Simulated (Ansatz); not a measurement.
# HfWS4: one candidate of a structure search

The task: take a trial cell of HfWS4 to zero force and stress.

Program: Ansatz 0.2.0. Level of theory: DFT PBE, scalar-relativistic, plane waves, PAW. These are calculated values, not measurements.

1 further run of the same task is left out (set aside as unsound or not needed).

## 1. Starting point

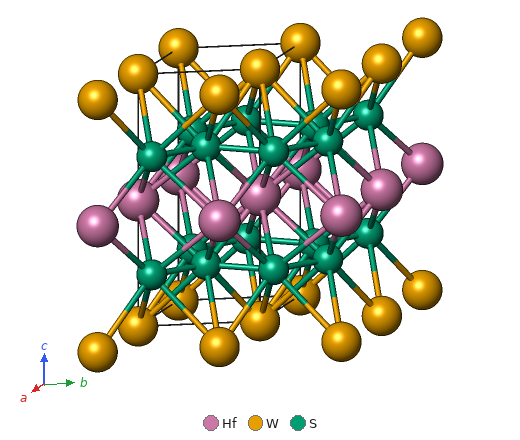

Start, viewed slightly off an axis; hafnium pink, tungsten amber, sulfur teal. 2×2×1 cells are drawn. Atoms on the faces are drawn again on the opposite ones.

As a file:

```cif
data_structure
_symmetry_space_group_name_H-M 'P6/mmm'
_symmetry_Int_Tables_number 191
_cell_length_a 3.9473
_cell_length_b 3.9473
_cell_length_c 8.2212
_cell_angle_alpha 90.000
_cell_angle_beta 90.000
_cell_angle_gamma 120.000
_cell_volume 110.93
loop_
_atom_site_label
_atom_site_type_symbol
_atom_site_symmetry_multiplicity
_atom_site_Wyckoff_symbol
_atom_site_fract_x
_atom_site_fract_y
_atom_site_fract_z
_atom_site_occupancy
Hf1 Hf 1 b 0.00000 0.00000 0.50000 1
W1 W 1 a 0.00000 0.00000 0.00000 1
S1 S 4 h 0.33333 0.66667 0.73408 1
```

A structure generator made this guess: species swapped into a database cell of NbVB4 (P6/mmm, No. 191), with W on the Nb sites, Hf on the V sites and S on the B sites. The dimensions are guesses.

## 2. Probe: one point on a coarse mesh

input.yaml reads:

```yaml
crystal:
  lattice:
    - [3.94730205, 0.0, 0.0]
    - [-1.97365103, 3.41846385, 0.0]
    - [0.0, 0.0, 8.22121581]
  atoms:
    - { symbol: Hf, position: [0.0, 0.0, 0.5] }
    - { symbol: W, position: [0.0, 0.0, 0.0] }
    - { symbol: S, position: [0.33333333, 0.66666667, 0.73407727] }
    - { symbol: S, position: [0.33333333, 0.66666667, 0.26592273] }
    - { symbol: S, position: [0.66666667, 0.33333333, 0.73407727] }
    - { symbol: S, position: [0.66666667, 0.33333333, 0.26592273] }
basis:
  ecutwfc: 420
kpoints:
  mp_grid: { grid: [6, 6, 2] }
hamiltonian:
  xc: pbe
scf:
  occupations: { method: gaussian, width: 0.1 }
  lower_state_search: "off"
output:
  forces: true
  stress: true
  eigenvalues: true
```

The run is started by

```
$ ansatz run input.yaml --threads 1 --pin off --max-ram 2560MiB --backend cpu --events-out ev --progress --plain --runs-dir out
```

Output, cut to the lines that bear on the results:

```text
[...]
SCF converged after 9 iterations
Free energy (F): -29705.534698 eV
[...]
E sigma→0 (E₀):  -29705.512730 eV
Entropy (-TS):   -0.043937 eV (-7.323 meV/atom)
Fermi energy:    13.158331 eV
[...]
--- Forces (eV/Å), atoms counted from 1 ---
  atom   1  Hf     0.00000000     0.00000000     0.00000000
  atom   2  W      0.00000000     0.00000000     0.00000000
  atom   3  S      0.00000000    -0.00000000    -0.02902658
  atom   4  S      0.00000000    -0.00000000     0.02902658
  atom   5  S     -0.00000000    -0.00000000    -0.02902658
  atom   6  S     -0.00000000     0.00000000     0.02902658
[...]
--- Stress (GPa, compression-positive) ---
        8.438698      -0.000000       0.000000
       -0.000000       8.438698      -0.000000
        0.000000      -0.000000     -22.129104
  P = ⅓ Tr σ = -1.7506 GPa (-17.506 kbar)
--- Band table (eV; the first three rows and the last of 14) ---
[...]
```

It took 16 s on 1 thread of Intel Xeon at 2.50GHz (Skylake/Cascade Lake), shared host; peak memory 0.42 GiB.

Read-out: pressure -1.8 GPa, largest force 0.03 eV/Å, gap on this mesh none (metal). A guess like this is first relaxed loosely on the coarse mesh.

## 3. A loose first relaxation

Edit input.yaml of step 2 so:

```diff
@@ -25 +25,9 @@
   eigenvalues: true
+  populations: true
+magnetization:
+  spin_polarized: true
+relax:
+  adjacent_minimum: "off"
+  f_tol: 0.04
+  max_steps: 70
+  cell: { stress_tol: 0.4 }
```

The run is started by

```
$ ansatz run input.yaml --threads 1 --pin off --max-ram 2560MiB --backend cpu --events-out ev --progress --plain --runs-dir out
```

Output:

```text
Warning: RAYON_NUM_THREADS=1 ignored (pool sized by the plan → 1); use --threads N
band count auto-derived: 41 (N_el = 64.0; filled up to band 32; 39 by the electrons, moments and atoms)
Engine: ansatz 0.2.0, x86_64-unknown-linux-gnu
Pseudopotentials: kind: paw
Pseudopotential: Hf, paw, valence charge 26, recommended cutoff 420 eV (normal), Hf.paw.azcp
Pseudopotential: W, paw, valence charge 14, recommended cutoff 420 eV (normal), W.paw.azcp
Pseudopotential: S, paw, valence charge 6, recommended cutoff 420 eV (normal), S.paw.azcp
Functional definition: PBE
  parameter kappa = 0.804
  parameter beta = 0.06672455060314922
  exchange = pbe_x(kappa = kappa, mu = beta*pi^2/3)
  correlation = pbe_c(beta = beta)
Crystal: 6 atoms, lattice volume = 110.935 Å³
Basis set: ecut = 420 eV, 2199 PW (Γ), exchange–correlation on 54×54×120 points (8 copies of the dense FFT grid, shifted against one another)
Bands: 41, of which v1, the nominal top of the filled ones, is band 32 counted from 1 (31 counted from 0)
Symmetry: 24 space group operations
Space group: P6/mmm (ITA 191), of the structure as read, at distance tolerance 4.8e-5 Å
k-points: 14 of 72
Non-local potential: Hf, projectors of the file, l = 0: 3, l = 1: 2, l = 2: 2, l = 3: 3
Non-local potential: W, projectors of the file, l = 0: 3, l = 1: 2, l = 2: 2, l = 3: 1
Non-local potential: S, projectors of the file, l = 0: 2, l = 1: 2, l = 2: 2
PAW form: soft (Blöchl's): semilocal exchange-correlation on the pseudo side does not see the compensation charge
PAW one-centre angular grid: Hf, 590 points (default); XC on 64 Gauss nodes
PAW one-centre angular grid: W, 590 points (default); XC on 64 Gauss nodes
PAW one-centre angular grid: S, 110 points (default); XC on 64 Gauss nodes
Initial density: superposition of atomic densities (chi_scale 0.1, normalization cell, long waves kept (reshape's long-wave potential 0.44 eV rms))
Initial wavefunctions: pseudopotential atomic-orbital guess
Functional: x = pbe(κ = 0.804, μ = 0.2195149727645171), c = pbe(β = 0.06672455060314922)
SCF iter   1: F=—  HF=-29743.407667 eV  |F-HF|=—  |Δ(HF+E_count)|=         —  Δρ=1.32e-1 (↑1.32e-1 ↓1.32e-1)  dr2=5.42e2  dr2_m=0.00e0  M=0.000 μB ∫|m|=0.000 μB  β_m=0.30  ethr=3.10e-3  ⟨swp⟩=6.2  Hψ=2214  notcnv=0
preconditioner: auto → Kerker (q_TF=auto, 2.489 Å⁻¹)  [metal: Δε(μ)=0.060 eV  Ē_g=13.123 eV  σ=0.100 eV  W_gap=0.32  n_scr=36 (ndim 8)  ℏωp=24.4 eV  f_vac=0.000  D(μ)=4.45/eV (n_scr^D=36)]
spin=Collinear: Kerker preconditioning applied to the charge; magnetization (m = ρ↑ − ρ↓) channel mixes plain (no charge-response kernel on spin).
SCF iter   2: F=—  HF=-29711.481209 eV  |F-HF|=—  |Δ(HF+E_count)|=    3.19e1  Δρ=5.13e-2 (↑5.13e-2 ↓5.13e-2)  dr2=1.26e2  dr2_m=0.00e0  M=0.000 μB ∫|m|=0.000 μB  β_m=0.37  ethr=3.10e-3  ⟨swp⟩=3.7  Hψ=1374  notcnv=1  defer=29
SCF iter   3: F=—  HF=-29708.473113 eV  |F-HF|=—  |Δ(HF+E_count)|=    3.01e0  Δρ=6.19e-2 (↑6.19e-2 ↓6.19e-2)  dr2=5.11e1  dr2_m=0.00e0  M=0.000 μB ∫|m|=0.000 μB  β_m=0.31  ethr=3.10e-3  ⟨swp⟩=3.8  Hψ=1600  notcnv=0  defer=22
SCF iter   4: F=—  HF=-29705.960764 eV  |F-HF|=—  |Δ(HF+E_count)|=    2.51e0  Δρ=1.34e-2 (↑1.34e-2 ↓1.34e-2)  dr2=2.72e0  dr2_m=0.00e0  M=0.000 μB ∫|m|=0.000 μB  β_m=0.40  ethr=3.10e-3  ⟨swp⟩=3.0  Hψ=1235  notcnv=0  defer=26
SCF iter   5: F=—  HF=-29705.738707 eV  |F-HF|=—  |Δ(HF+E_count)|=   2.22e-1  Δρ=8.33e-3 (↑8.33e-3 ↓8.33e-3)  dr2=1.07e0  dr2_m=0.00e0  M=0.000 μB ∫|m|=0.000 μB  β_m=0.46  ethr=3.10e-3  ⟨swp⟩=2.5  Hψ=1222  notcnv=0  defer=17
SCF iter   6: F=—  HF=-29705.590661 eV  |F-HF|=—  |Δ(HF+E_count)|=   1.48e-1  Δρ=5.62e-3 (↑5.62e-3 ↓5.62e-3)  dr2=1.03e0  dr2_m=0.00e0  M=0.000 μB ∫|m|=0.000 μB  β_m=0.63  ethr=1.67e-3  ⟨swp⟩=2.0  Hψ=1100  notcnv=0  defer=17
SCF iter   7: F=—  HF=-29700.199444 eV  |F-HF|=—  |Δ(HF+E_count)|=    5.39e0  Δρ=7.36e-2 (↑7.36e-2 ↓5.72e-2)  dr2=2.01e0  dr2_m=4.23e0  M=8.812 μB ∫|m|=8.812 μB  ethr=1.60e-3  ⟨swp⟩=1.9  Hψ=604  notcnv=0  defer=17
Mixer restart at iter 7: flushing history
SCF iter   8: F=—  HF=-29705.667427 eV  |F-HF|=—  |Δ(HF+E_count)|=         —  Δρ=2.31e-2 (↑2.31e-2 ↓2.07e-2)  dr2=1.34e0  dr2_m=3.81e-1  M=5.702 μB ∫|m|=5.703 μB  β_m=0.63  ethr=1.60e-3  ⟨swp⟩=4.9  Hψ=3106  notcnv=0  defer=23
SCF iter   9: F=—  HF=-29705.919228 eV  |F-HF|=—  |Δ(HF+E_count)|=   2.52e-1  Δρ=1.42e-2 (↑1.42e-2 ↓1.29e-2)  dr2=6.46e-1  dr2_m=1.61e-1  M=4.942 μB ∫|m|=4.952 μB  β_m=0.66  ethr=1.60e-3  ⟨swp⟩=2.6  Hψ=1552  notcnv=0  defer=65
SCF iter  10: F=—  HF=-29705.991893 eV  |F-HF|=—  |Δ(HF+E_count)|=   7.27e-2  Δρ=5.92e-3 (↑5.92e-3 ↓5.92e-3)  dr2=3.84e-2  dr2_m=3.17e-2  M=4.858 μB ∫|m|=4.878 μB  β_m=0.76  ethr=1.01e-3  ⟨swp⟩=2.4  Hψ=1413  notcnv=0  defer=68
SCF iter  11: F=—  HF=-29706.031296 eV  |F-HF|=—  |Δ(HF+E_count)|=   3.94e-2  Δρ=3.07e-3 (↑2.73e-3 ↓3.07e-3)  dr2=9.42e-3  dr2_m=7.69e-3  M=4.588 μB ∫|m|=4.647 μB  β_m=0.65  ethr=6.00e-5  ⟨swp⟩=2.1  Hψ=1819  notcnv=0  defer=63
SCF iter  12: F=—  HF=-29706.040191 eV  |F-HF|=—  |Δ(HF+E_count)|=   8.90e-3  Δρ=1.53e-3 (↑1.46e-3 ↓1.53e-3)  dr2=1.91e-3  dr2_m=2.15e-3  M=4.403 μB ∫|m|=4.514 μB  β_m=0.77  ethr=1.47e-5  ⟨swp⟩=2.1  Hψ=1799  notcnv=0  defer=61
SCF iter  13: F=—  HF=-29706.045500 eV  |F-HF|=—  |Δ(HF+E_count)|=   5.31e-3  Δρ=6.62e-4 (↑6.62e-4 ↓5.45e-4)  dr2=3.18e-4  dr2_m=3.34e-4  M=4.259 μB ∫|m|=4.413 μB  β_m=0.88  ethr=2.98e-6  ⟨swp⟩=2.1  Hψ=1972  notcnv=0  defer=61
SCF iter  14: F=—  HF=-29706.046645 eV  |F-HF|=—  |Δ(HF+E_count)|=   1.14e-3  Δρ=3.09e-4 (↑2.29e-4 ↓3.09e-4)  dr2=1.27e-4  dr2_m=5.87e-5  M=4.203 μB ∫|m|=4.361 μB  β_m=0.82  ethr=4.97e-7  ⟨swp⟩=2.1  Hψ=1986  notcnv=0  defer=61
SCF iter  15: F=—  HF=-29706.046778 eV  |F-HF|=—  |Δ(HF+E_count)|=   1.33e-4  Δρ=1.69e-4 (↑1.69e-4 ↓1.42e-4)  dr2=7.96e-5  dr2_m=1.92e-5  M=4.182 μB ∫|m|=4.338 μB  β_m=0.91  ethr=1.99e-7  ⟨swp⟩=2.0  Hψ=1980  notcnv=0  defer=62
SCF iter  16: F=—  HF=-29706.046836 eV  |F-HF|=—  |Δ(HF+E_count)|=   5.80e-5  Δρ=4.60e-5 (↑4.60e-5 ↓3.96e-5)  dr2=4.02e-5  dr2_m=5.69e-7  M=4.168 μB ∫|m|=4.323 μB  β_m=0.96  ethr=1.24e-7  ⟨swp⟩=2.2  Hψ=1844  notcnv=0  defer=65
SCF iter  17: F=—  HF=-29706.046838 eV  |F-HF|=—  |Δ(HF+E_count)|=   1.96e-6  Δρ=2.09e-5 (↑2.09e-5 ↓2.05e-5)  dr2=8.13e-6  dr2_m=1.88e-7  M=4.165 μB ∫|m|=4.320 μB  β_m=0.98  ethr=6.27e-8  ⟨swp⟩=1.3  Hψ=1091  notcnv=0  defer=65
SCF iter  18: F=—  HF=-29706.046838 eV  |F-HF|=—  |Δ(HF+E_count)|=   4.43e-7  Δρ=7.44e-6 (↑7.44e-6 ↓6.42e-6)  dr2=9.96e-7  dr2_m=1.28e-8  M=4.162 μB ∫|m|=4.318 μB  β_m=0.97  ethr=1.27e-8  ⟨swp⟩=2.0  Hψ=1392  notcnv=0  defer=65
SCF iter  19: F=-29706.046838 eV  HF=-29706.046838 eV  |F-HF|=4.23e-8  |Δ(HF+E_count)|=   5.15e-8  Δρ=2.52e-6 (↑2.52e-6 ↓1.78e-6)  dr2=3.95e-8  dr2_m=1.50e-9  M=4.162 μB ∫|m|=4.317 μB  ethr=1.56e-10  ⟨swp⟩=7.1  Hψ=4668  notcnv=0
the search or the solves at the SCF's close seem to have found levels that the self-consistency loop had missed (the run counts 1). By its estimate they hold under 1e-12 electrons; where the run keeps them, the occupations were computed again with them
SCF 1 converged in 19 iterations: F = -29706.046838 eV  dr2 = 3.95e-8
relax step   1: F+E_penalty+E_count = -29706.04683811 eV  Δ(F+E_penalty+E_count) = +0.000e0 eV  max|allowed force component| = 4.463e-1 eV/Å  Δτ_max = 0.0000 Å  P = +2.883 GPa  Ω = 110.935 Å³  (19 SCF iters, dr2 threshold 1.00e-7 eV, accepted)
[... from here on, the SCF cycles and remarks between the steps are left out ...]
relax step   2: F+E_penalty+E_count = -29707.15834954 eV  Δ(F+E_penalty+E_count) = -1.112e0 eV  max|allowed force component| = 2.434e-1 eV/Å  Δτ_max = 0.0439 Å  P = +1.676 GPa  Ω = 109.913 Å³  energy of the carried Pulay correction = +1.513e-4 eV  (10 SCF iters, dr2 threshold 6.00e-7 eV, accepted)
relax step   3: F+E_penalty+E_count = -29708.27941729 eV  Δ(F+E_penalty+E_count) = -1.121e0 eV  max|allowed force component| = 3.823e-2 eV/Å  Δτ_max = 0.0176 Å  P = -0.702 GPa  Ω = 109.502 Å³  energy of the carried Pulay correction = +2.126e-4 eV  (8 SCF iters, dr2 threshold 6.00e-7 eV, accepted)
relax step   4: F+E_penalty+E_count = -29709.26443976 eV  Δ(F+E_penalty+E_count) = -9.850e-1 eV  max|allowed force component| = 3.663e-1 eV/Å  Δτ_max = 0.0143 Å  P = -2.898 GPa  Ω = 107.211 Å³  energy of the carried Pulay correction = +5.582e-4 eV  (12 SCF iters, dr2 threshold 6.00e-7 eV, accepted)
relax step   5: F+E_penalty+E_count = -29710.17787163 eV  Δ(F+E_penalty+E_count) = -9.134e-1 eV  max|allowed force component| = 7.435e-1 eV/Å  Δτ_max = 0.0363 Å  P = -3.149 GPa  Ω = 103.571 Å³  energy of the carried Pulay correction = +1.123e-3 eV  (11 SCF iters, dr2 threshold 6.00e-7 eV, accepted)
relax step   6: F+E_penalty+E_count = -29711.04926347 eV  Δ(F+E_penalty+E_count) = -8.714e-1 eV  max|allowed force component| = 1.067e0 eV/Å  Δτ_max = 0.0599 Å  P = -3.642 GPa  Ω = 99.082 Å³  energy of the carried Pulay correction = +1.846e-3 eV  (20 SCF iters, dr2 threshold 6.00e-7 eV, accepted)
relax step   7: F+E_penalty+E_count = -29711.53160542 eV  Δ(F+E_penalty+E_count) = -4.823e-1 eV  max|allowed force component| = 3.441e-1 eV/Å  Δτ_max = 0.1311 Å  P = +4.133 GPa  Ω = 92.091 Å³  energy of the carried Pulay correction = +3.036e-3 eV  (11 SCF iters, dr2 threshold 6.00e-7 eV, accepted)
relax step   8: F+E_penalty+E_count = -29711.58607955 eV  Δ(F+E_penalty+E_count) = -5.447e-2 eV  max|allowed force component| = 5.654e-2 eV/Å  Δτ_max = 0.0307 Å  P = +1.855 GPa  Ω = 93.532 Å³  energy of the carried Pulay correction = +2.784e-3 eV  (7 SCF iters, dr2 threshold 6.00e-7 eV, accepted)
relax step   9: F+E_penalty+E_count = -29711.59592237 eV  Δ(F+E_penalty+E_count) = -9.843e-3 eV  max|allowed force component| = 1.308e-2 eV/Å  Δτ_max = 0.0089 Å  P = +0.015 GPa  Ω = 94.941 Å³  energy of the carried Pulay correction = +2.541e-3 eV  (8 SCF iters, dr2 threshold 6.00e-7 eV, accepted)
relax step  10: F+E_penalty+E_count = -29711.59847836 eV  Δ(F+E_penalty+E_count) = -2.556e-3 eV  max|allowed force component| = 1.295e-2 eV/Å  Δτ_max = 0.0000 Å  P = +0.054 GPa  Ω = 94.941 Å³  stress off target by 1.92e-1 GPa  SCF on the basis re-selected at this cell (its energy is not comparable with the rows above)  (6 SCF iters)
basis re-selected at this cell: Δ(F+E_penalty+E_count) = -2.556e-3 eV, ΔP = +0.040 GPa vs the last step (what re-selecting the basis moved, of the pressure what is left beyond the Pulay correction that the steps carried, after the strain that the cell walked since its last selection, with what the two solves' SCF thresholds leave and, on support functions, any second-order correction that the steps lacked; it is no measure of the basis error at this ecutwfc). The dense FFT grid was sized anew with the basis: this SCF ran on 30×30×40 points, the steps before it on 27×27×60, so part of this shift can come from that change (see relax.cell in the input reference). This SCF's stress stands 1.92e-1 GPa from its target on what of the cell is left free (relax.cell.stress_tol is 4.00e-1 GPa) and its largest allowed force component is 1.29e-2 eV/Å (relax.f_tol is 4.00e-2 eV/Å): within both
SCF converged after 6 iterations
Magnetization: 0.0000 μB (32.0000 up, 32.0000 down)
Absolute magnetization: 0.0000 μB (∫|ρ↑−ρ↓|, with the PAW one-centre terms)
Spin contamination: 0.0000 ħ² per cell (⟨S²⟩ above its minimum at these occupations)
Per-site moments (μB) at R_I (Å): [(2.519298765556391e-7, 1.2069695857069227), (7.365592039958821e-7, 1.1801634614714687), (-4.6239088347740797e-8, 1.0265911528312837), (-4.623908839941774e-8, 1.0265911528312837), (-4.6239088347326935e-8, 1.0265911528312837), (-4.623908827481222e-8, 1.0265911528312837)]
Free energy (F): -29711.598478 eV
Harris-Foulkes:  -29711.598478 eV  (|F-HF|=7.24e-10)
Internal energy: -29711.578806 eV  (E = F + TS)
E sigma→0 (E₀):  -29711.588642 eV
Entropy (-TS):   -0.019672 eV (-3.279 meV/atom)
Fermi energy:    15.785500 eV
--- Per-component energies (eV) ---
  E_band       = -97.015658
  E_kinetic    = 1298.046658
  E_local      = -7395.859585  (includes V_loc(G=0)·N_el)
  E_nonlocal   = -1125.701890
  E_hartree    = 3348.520362
  E_xc         = -954.341844
  E_vxc        = -854.056385  (∫ρ·V_xc dr)
  E_paw        = -17888.716656  (= ΣΔE_a)
  E_vpaw       = 1283.516301  (= ΣTr[D̂ρ^β])
  E_aug_tail   = -0.000042  (compensation charges beyond the density's cutoff)
  E_ewald      = -6993.525811
  E_smearing   = -0.019672  (= −TS)
  E_closure    = -0.000000  (closes the sum)
  Σ components = -29711.598478   (vs F -29711.598478, Δ=0.00e0)
--- Forces (eV/Å), atoms counted from 1 ---
  atom   1  Hf    -0.00000000    -0.00000000     0.00000000
  atom   2  W     -0.00000000    -0.00000000     0.00000000
  atom   3  S      0.00000000     0.00000000     0.01294980
  atom   4  S      0.00000000    -0.00000000    -0.01294980
  atom   5  S     -0.00000000     0.00000000     0.01294980
  atom   6  S     -0.00000000    -0.00000000    -0.01294980
  max |Σ_I F_I| component: 1.85e-17 eV/Å
--- Stress (GPa, compression-positive) ---
       -0.014452       0.000000      -0.000000
       -0.000000      -0.014452       0.000000
       -0.000000       0.000000       0.192349
  P = ⅓ Tr σ = 0.0545 GPa (0.545 kbar)
--- Band table (eV; the first three rows and the last of 28) ---
  k-point 0 ↑: bands = ["-59.0131", "-47.5503", "-23.3097", "-23.3097", "-23.0418", "-16.1898", "-16.1898", "-16.1105", "-1.4922", "0.2778", "2.4327", "2.4619", "2.4634", "2.4634", "2.5008", "2.5008", "2.5204", "4.2901", "5.7240", "6.9383", "8.2285", "8.2285", "10.1114", "10.1114", "11.2234", "11.2234", "12.2934", "12.4294", "12.9614", "12.9614", "13.8224", "14.4485", "14.4485", "17.1966", "17.5381", "17.5381", "17.5911", "18.3228", "18.3228", "19.9816", "20.4657"]
[... 3 lines left out ...]
--- Relaxed structure (9 steps of the walk, 9 accepted, 1 SCFs on fresh bases) ---
  F+E_penalty+E_count = -29711.59847836 eV   max|allowed force component| = 1.295e-2 eV/Å   (the final SCF, on the basis selected at the relaxed cell)
  cell:  # Å, volume = 94.9409 Å³
    - [4.31056493407149, 3.1524138383303773e-9, -1.390039821813527e-17]
    - [-2.1552824697658153, 3.7330587359920973, 6.950199117871369e-18]
    - [-2.8950957433018943e-17, 3.954291187810758e-33, 5.900030316627375]
  atoms:
    - { symbol: Hf, position: [0.0, 4.050347085529298e-34, 0.4999999999999999] }
    - { symbol: W, position: [-2.26967778763313e-34, -2.3640881207032284e-34, 7.033523654197026e-20] }
    - { symbol: S, position: [0.33333333333333326, 0.6666666666666665, 0.7608032458376213] }
    - { symbol: S, position: [0.33333333333333326, 0.6666666666666665, 0.23919675416237832] }
    - { symbol: S, position: [0.6666666666666666, 0.3333333333333333, 0.7608032458376212] }
    - { symbol: S, position: [0.6666666666666666, 0.3333333333333333, 0.23919675416237832] }
--- Löwdin populations: 6 sites ---
  site symbol       q [e]    m [muB]
     0     Hf     25.5081     0.0000
     1      W     13.6212     0.0000
     2      S      6.0628    -0.0000
     3      S      6.0628    -0.0000
     4      S      6.0628    -0.0000
     5      S      6.0628    -0.0000
  spilling = 0.009682 (of n_electrons = 64.000000)
```

Run time: 6.3 min. Hardware: 1 thread of Intel Xeon at 2.50GHz (Skylake/Cascade Lake), shared host; peak memory 0.5 GiB.

The steps of the relaxation:

| step | energy from step 1 (eV/cell) | largest force component (eV/Å) | pressure (GPa) | volume (Å³) |
| --- | --- | --- | --- | --- |
| 1 | 0.0000 | 0.4463 | 2.88 | 110.93 |
| 2 | -1.1115 | 0.2434 | 1.68 | 109.91 |
| 3 | -2.2326 | 0.0382 | -0.70 | 109.50 |
| 4 | -3.2176 | 0.3663 | -2.90 | 107.21 |
| 5 | -4.1310 | 0.7435 | -3.15 | 103.57 |
| 6 | -5.0024 | 1.0674 | -3.64 | 99.08 |
| 7 | -5.4848 | 0.3441 | 4.13 | 92.09 |
| 8 | -5.5392 | 0.0565 | 1.86 | 93.53 |
| 9 | -5.5491 | 0.0131 | 0.01 | 94.94 |
| 10 | -5.5516 | 0.0129 | 0.05 | 94.94 |

Step 1 is the start. Step 10 repeats the geometry before it on a plane-wave basis chosen anew for that cell, so its energy need not be comparable with the rows above.

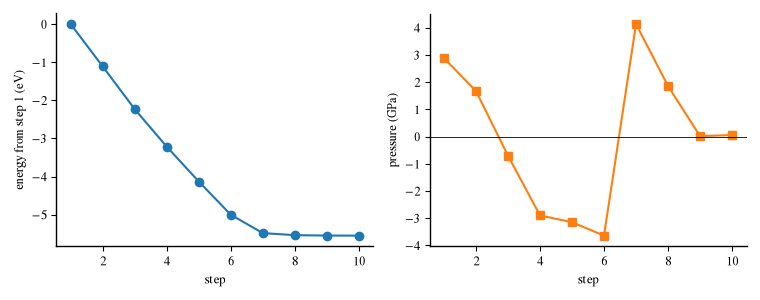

Energy and pressure along the relaxation.

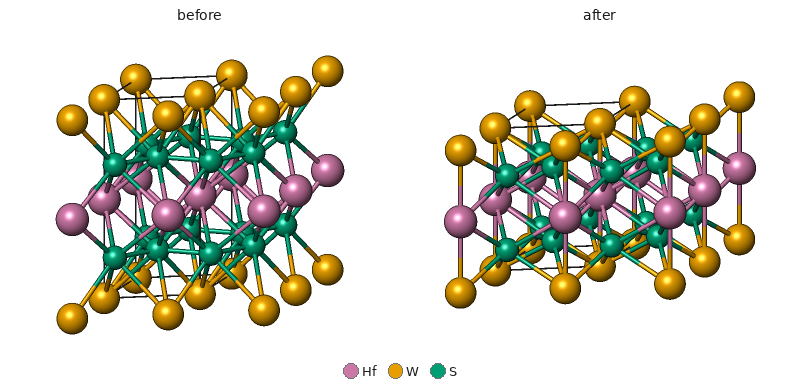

The structure before (left) and after (right) the relaxation, drawn at the same scale.

|  | before | after | change |
| --- | --- | --- | --- |
| a (Å) | 3.947 | 4.311 | +9.2 % |
| b (Å) | 3.947 | 4.311 | +9.2 % |
| c (Å) | 8.221 | 5.900 | -28.2 % |
| volume (Å³/atom) | 18.49 | 15.82 | -14.4 % |
| shortest distance (Å) | 2.279 | 2.489 | +9.2 % |
| space group (0.01 Å) | P6/mmm | P6/mmm | same |

The run keeps the 24 symmetry operations of the start, so it could not have lowered the symmetry.

Per atom:

```csv
atom,Löwdin electrons
Hf1,25.51
W2,13.62
S3,6.06
S4,6.06
S5,6.06
S6,6.06
```

The Löwdin counts miss 0.62 of the 64 electrons, which the atomic orbitals do not span, so they are no charges.

(Part 1 of 2 ends here.)
